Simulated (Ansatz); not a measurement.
AlH2ClF: geometry relaxation

AlH2ClF, multiplicity 2, computed with UKS PBE0/def2-SVP (Ansatz 0.2.0).

The input holds or restrains some coordinates. It belongs to a series of runs on one base structure; here: pulled along the bonds that form and break, towards end A. Figures and captions count atoms from 1; the log counts them from 0 in places.

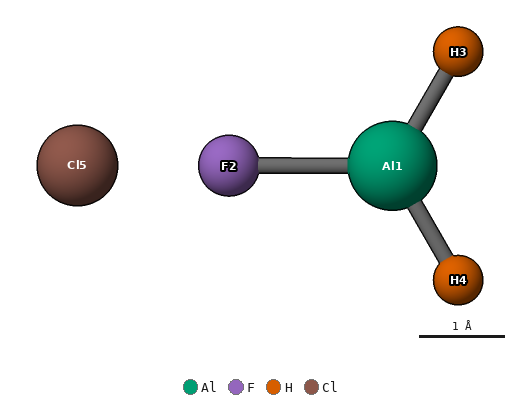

The structure as given in the input (ball-and-stick view, seen on its broad side; atoms are numbered from 1 in the order of the input). Sticks mark near contacts.

### The input
```yaml
crystal:
  periodic: [false, false, false]
  atoms:
    - { symbol: Al, position_ang: [0.0, 0.0, 0.0] }
    - { symbol: F, position_ang: [0.0, 0.0, 1.94] }
    - { symbol: H, position_ang: [1.351, 0.0, -0.78] }
    - { symbol: H, position_ang: [-1.351, 0.0, -0.78] }
    - { symbol: Cl, position_ang: [0.0, 0.0, 3.74] }
magnetization:
  spin_polarized: true
  initial_magnetization: 1
basis:
  gaussian: { orbitals: def2-SVP }
hamiltonian:
  xc: pbe0
relax:
  f_tol: 0.15
  max_steps: 25
  restrain:
    - { distance: [1, 4], at: 2.7, k: 30.0 }
    - { distance: [0, 1], at: 1.69, k: 30.0 }
output:
  orbitals: {}
```

Run on 1 thread of Arm Neoverse V1, 24 GiB of memory available, shared host.

Command:
```bash
ansatz run input.yaml --threads 1 --pin off --max-ram 2048MiB --backend cpu --events-out ev --progress --plain --runs-dir out
```

### Output
```
The last accepted step is kept in [file] (removed where the run ends without a failure and the disk answers)
Engine: ansatz 0.2.0, aarch64-unknown-linux-gnu
Functional definition: PBE0
  parameter a = 0.25
  parameter kappa = 0.804
  parameter beta = 0.06672455060314922
  exchange = (1 - a)*pbe_x(kappa = kappa, mu = beta*pi^2/3) + a*exact_x
  correlation = pbe_c(beta = beta)
592 factors; integrals over basis functions are off by at most 4.2e-4 eV
mean field evaluation 1: about -21847.2834 eV, gradient 1.7e1 eV
mean field evaluation 2: about -21846.1124 eV, gradient 2.7e1 eV
mean field evaluation 4: about -21848.5150 eV, gradient 6.3e-1 eV
mean field evaluation 8: about -21848.5376 eV, gradient 2.1e-2 eV
mean field evaluation 16: about -21848.5376 eV, gradient 5.1e-5 eV
mean field -21848.53762421 eV, -802.9189482189 hartree, gradient 5.1e-5 eV, S^2 0.752296; 0 other end points of the search recorded, 0 dependent functions left out
the calculation of the forces begins
reference -21848.53765125 eV, -802.9189492128 hartree; 21, 20 occupied and 39, 40 virtual orbitals, 592 factors
relax step   1: F+E_penalty+E_count = -21848.53762421 eV  Δ(F+E_penalty+E_count) = +0.000e0 eV  max|allowed force component| = 9.035e0 eV/Å  E_restraint = 13.08750000 eV  max|allowed force component, restraints' pulls added| = 4.353e1 eV/Å  Δτ_max = 0.0000 Å  (29 SCF iters, accepted)
  distance F 1 - Cl 4 = 1.8000 Å
  distance Al 0 - F 1 = 1.9400 Å
these checks for a lower state are left out or cut short: starts, cluster_reference, orbital_swaps, neighbouring_geometries, increment
592 factors; integrals over basis functions are off by at most 4.3e-4 eV
mean field -21850.31089420 eV, -802.9841146892 hartree, gradient 2.4e-5 eV, S^2 0.752211; 0 other end points of the search recorded, 0 dependent functions left out
the calculation of the forces begins
reference -21850.31092136 eV, -802.9841156872 hartree; 21, 20 occupied and 39, 40 virtual orbitals, 592 factors
relax step   2: F+E_penalty+E_count = -21850.31089420 eV  Δ(F+E_penalty+E_count) = -1.773e0 eV  max|allowed force component| = 2.875e0 eV/Å  E_restraint = 3.87509278 eV  max|allowed force component, restraints' pulls added| = 2.000e1 eV/Å  Δτ_max = 0.1983 Å  (39 SCF iters, accepted)
  distance F 1 - Cl 4 = 2.1961 Å
  distance Al 0 - F 1 = 1.7569 Å
these checks for a lower state are left out or cut short: starts, cluster_reference, orbital_swaps, neighbouring_geometries, increment
592 factors; integrals over basis functions are off by at most 3.7e-4 eV
mean field evaluation 32: about -21850.5532 eV, gradient 2.0e-5 eV
mean field -21850.55323393 eV, -802.9930205102 hartree, gradient 1.0e-5 eV, S^2 0.752236; 0 other end points of the search recorded, 0 dependent functions left out
the calculation of the forces begins
reference -21850.55326177 eV, -802.9930215331 hartree; 21, 20 occupied and 39, 40 virtual orbitals, 592 factors
relax step   3: F+E_penalty+E_count = -21850.55323393 eV  Δ(F+E_penalty+E_count) = -2.423e-1 eV  max|allowed force component| = 1.078e0 eV/Å  E_restraint = 0.36859782 eV  max|allowed force component, restraints' pulls added| = 4.542e0 eV/Å  Δτ_max = 0.1993 Å  (49 SCF iters, accepted)
  distance F 1 - Cl 4 = 2.5522 Å
  distance Al 0 - F 1 = 1.6378 Å
these checks for a lower state are left out or cut short: starts, cluster_reference, orbital_swaps, neighbouring_geometries, increment
592 factors; integrals over basis functions are off by at most 4.0e-4 eV
mean field -21850.58582741 eV, -802.9942182983 hartree, gradient 6.8e-6 eV, S^2 0.752230; 0 other end points of the search recorded, 0 dependent functions left out
the calculation of the forces begins
reference -21850.58585576 eV, -802.9942193401 hartree; 21, 20 occupied and 39, 40 virtual orbitals, 592 factors
relax step   4: F+E_penalty+E_count = -21850.58582741 eV  Δ(F+E_penalty+E_count) = -3.259e-2 eV  max|allowed force component| = 1.047e-1 eV/Å  E_restraint = 0.00290062 eV  max|allowed force component, restraints' pulls added| = 2.641e-1 eV/Å  Δτ_max = 0.1324 Å  (51 SCF iters, accepted)
  distance F 1 - Cl 4 = 2.6935 Å
  distance Al 0 - F 1 = 1.6777 Å
these checks for a lower state are left out or cut short: starts, cluster_reference, orbital_swaps, neighbouring_geometries, increment
592 factors; integrals over basis functions are off by at most 4.0e-4 eV
mean field -21850.58534140 eV, -802.9942004379 hartree, gradient 1.2e-5 eV, S^2 0.752230; 0 other end points of the search recorded, 0 dependent functions left out
the calculation of the forces begins
reference -21850.58536980 eV, -802.9942014814 hartree; 21, 20 occupied and 39, 40 virtual orbitals, 592 factors
relax step   5: F+E_penalty+E_count = -21850.58534140 eV  Δ(F+E_penalty+E_count) = +4.860e-4 eV  max|allowed force component| = 2.294e-1 eV/Å  E_restraint = 0.00100850 eV  max|allowed force component, restraints' pulls added| = 1.321e-2 eV/Å  Δτ_max = 0.0081 Å  (41 SCF iters, accepted)
  distance F 1 - Cl 4 = 2.6986 Å
  distance Al 0 - F 1 = 1.6819 Å
592 factors; integrals over basis functions are off by at most 4.0e-4 eV
mean field evaluation 64: about -21850.5747 eV, gradient 3.5e-1 eV
```

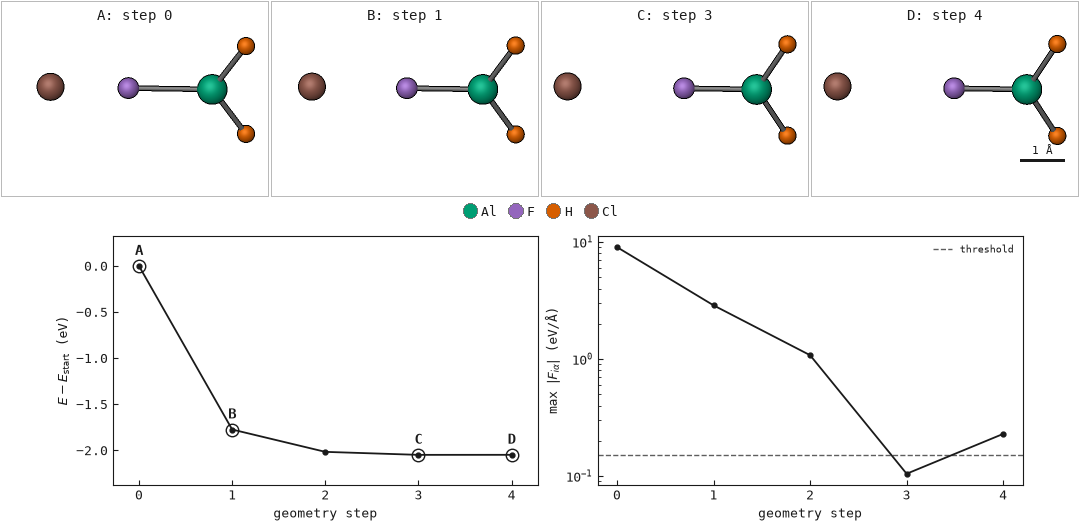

Frames of the restrained relaxation (ball-and-stick view, seen at a tilt) above the curves, on which the letters mark them (the first geometry is step 0 here and step 1 in the log).

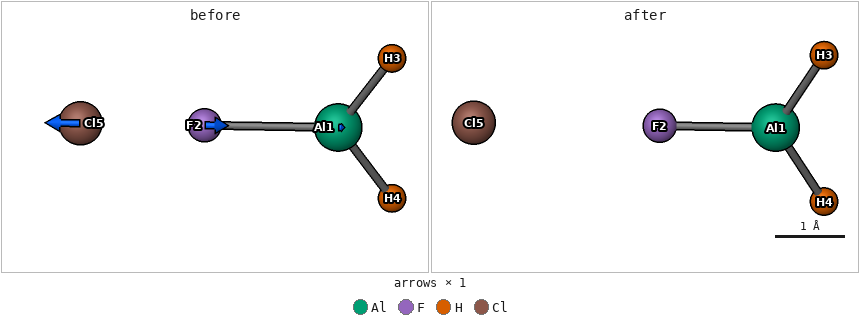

Before (left) and after (right) the restrained relaxation, at one scale (ball-and-stick view, seen at a tilt). The blue arrows give the displacements, at true length. Cl5 moves most after the best rigid fit: 0.53 Å. Largest moves by element: Cl 0.53 Å, F 0.37 Å, Al 0.11 Å, H 0.07 Å. Distances before and after: Al1–F2 1.940 → 1.682 Å, Al1–H3 1.560 → 1.577 Å. Among the angles that change: H3–Al1–H4 120.0° → 127.2°, F2–Al1–H3 120.0° → 116.4°. The energy falls by 2.048 eV in 4 geometry steps. Largest force component: 9 eV/Å at the start, 0.23 eV/Å at the end. (Atoms are counted from 1 in the order of the input.)

```
mean field -21850.58534140 eV, -802.9942004379 hartree, gradient 1.2e-5 eV, S^2 0.752230; 3 other end points of the search recorded, 0 dependent functions left out
the calculation of the forces begins
reference -21850.58536980 eV, -802.9942014814 hartree; 21, 20 occupied and 39, 40 virtual orbitals, 592 factors
Total energy: -21850.58536980 eV, -802.9942014814 hartree
Atom 0 at    -0.000000     0.000000    -0.107829 Å, force    -0.000000     0.000000     0.229378 eV/Å
Atom 1 at    -0.000000     0.000000     1.574085 Å, force     0.000000    -0.000000    -0.195215 eV/Å
Atom 2 at     1.412847    -0.000000    -0.809491 Å, force     0.000989    -0.000000     0.003357 eV/Å
Atom 3 at    -1.412847    -0.000000    -0.809491 Å, force    -0.000989    -0.000000     0.003357 eV/Å
Atom 4 at     0.000000    -0.000000     4.272726 Å, force    -0.000000    -0.000000    -0.040877 eV/Å
Dipole moment:     0.000000     0.000000    -0.420053 e Å
```

### Trajectory as extended XYZ (Å, eV, eV/Å), 5 frames, from step=1 to step=5
```
5
Properties=species:S:1:pos:R:3:forces:R:3 step=1 energy=-21848.53762
Al    0.0000    0.0000    0.0000    0.0000   0.0000   2.3525
F     0.0000    0.0000    1.9400    0.0000   0.0000  -9.0346
H     1.3510    0.0000   -0.7800    0.3642   0.0000   0.1800
H    -1.3510    0.0000   -0.7800   -0.3642   0.0000   0.1800
Cl    0.0000    0.0000    3.7400    0.0000   0.0000   6.3220
5
Properties=species:S:1:pos:R:3:forces:R:3 step=2 energy=-21850.31089
Al    0.0000    0.0000   -0.0147    0.0000   0.0000   1.4514
F     0.0000    0.0000    1.7421    0.0000   0.0000  -2.8752
H     1.3657    0.0000   -0.7728    0.2837   0.0000   0.1042
H    -1.3657    0.0000   -0.7728   -0.2837   0.0000   0.1042
Cl    0.0000    0.0000    3.9383    0.0000   0.0000   1.2154
5
Properties=species:S:1:pos:R:3:forces:R:3 step=3 energy=-21850.55323
Al    0.0000    0.0000   -0.0523    0.0000   0.0000  -1.0238
F     0.0000    0.0000    1.5854    0.0000   0.0000   1.0784
H     1.3793    0.0000   -0.7754    0.3133   0.0000  -0.0814
H    -1.3793    0.0000   -0.7754   -0.3133   0.0000  -0.0814
Cl    0.0000    0.0000    4.1376    0.0000   0.0000   0.1080
5
Properties=species:S:1:pos:R:3:forces:R:3 step=4 energy=-21850.58583
Al    0.0000    0.0000   -0.1012    0.0000   0.0000   0.1047
F     0.0000    0.0000    1.5765    0.0000   0.0000  -0.0890
H     1.4054    0.0000   -0.8126    0.0447   0.0000   0.0100
H    -1.4054    0.0000   -0.8126   -0.0447   0.0000   0.0100
Cl    0.0000    0.0000    4.2700    0.0000   0.0000  -0.0357
5
Properties=species:S:1:pos:R:3:forces:R:3 step=5 energy=-21850.58534
Al    0.0000    0.0000   -0.1078    0.0000   0.0000   0.2294
F     0.0000    0.0000    1.5741    0.0000   0.0000  -0.1952
H     1.4128    0.0000   -0.8095    0.0010   0.0000   0.0034
H    -1.4128    0.0000   -0.8095   -0.0010   0.0000   0.0034
Cl    0.0000    0.0000    4.2727    0.0000   0.0000  -0.0409
```

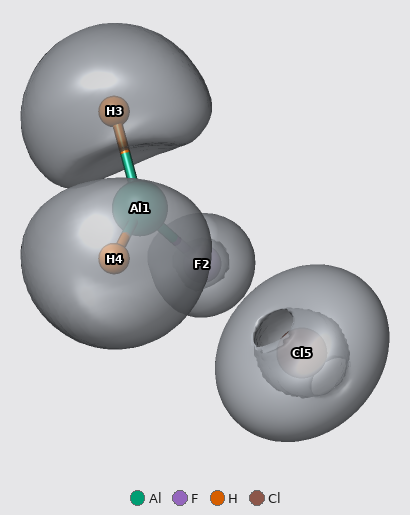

Isosurface of the electron localisation function at 0.75 (grey), seen at an oblique angle. Core shells and regions of very low density are left out. Al–F (1.68 Å): the ELF peaks at about 0.90 in the valence shell of F, 0.6 Å from its nucleus, and is about 0.20 at the midpoint.

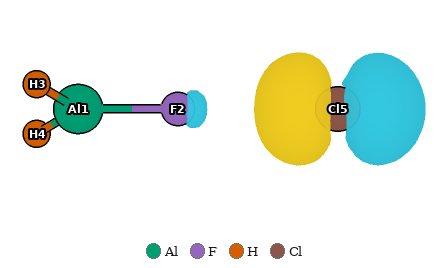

The LUMO (β) at ±0.2 Å⁻³ᐟ² (yellow and cyan are the two phases), seen from the side. Its weight (Hirshfeld) is mainly on Cl5 (95 %); it is symmetric in the molecular plane (σ or in-plane lone-pair type). Its energy is −5.05 eV.

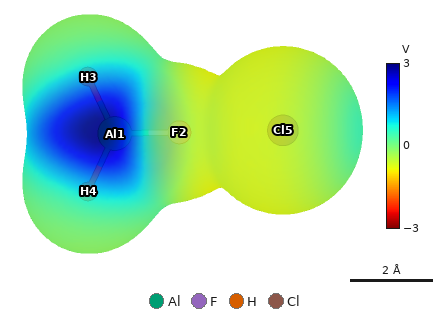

The electrostatic potential painted on the density surface at 0.001 e/bohr³, seen at a tilt; red is negative and blue positive.

### Summary

| quantity | value |
| --- | --- |
| outcome | converged under the restraints of the input |
| total energy | −21850.5854 eV |
| mean-field energy | −21850.5854 eV |
| ⟨S²⟩ | 0.752 |
| largest force (length of the vector) at the end, held atoms and coordinates included | 0.229 eV/Å |
| wall time | 22 s |
| peak memory | 0.15 GiB |
